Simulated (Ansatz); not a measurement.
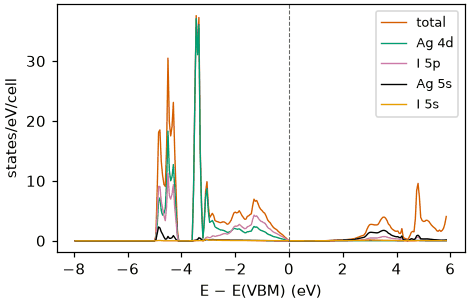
*Total and projected density of states of AgI (wurtzite, space group No. 186), LDA (plane waves, PAW; program Ansatz)*

**Question.** Which orbitals carry the states next to the gap?

**Answer.** Top 1 eV of the valence band: I 5p 65 %, Ag 4d 32 %. Bottom 1 eV of the conduction band: Ag 5s 65 %, I 5p 16 %, I 5s 15 %. Projections are on Löwdin-orthogonalised atomic valence shells; empty p or d shells of many metals are not among them.

**Question.** Where is the tallest occupied peak in this window, and what makes it?

**Answer.** Near -3.4 eV, about 38 states/eV per cell; the largest projected share is Ag 4d.

Space group P6_3mc (wurtzite). Symmetry was held in the LDA relaxation. No spin polarisation was allowed. Scalar-relativistic: spin–orbit coupling is off unless named, which matters more the heavier the elements.

Potentials: the earlier of the program's two PAW sets. The files were generated under PBE; for other functionals the program regenerates the frozen cores, and for LDA and PBEsol the local potential too.
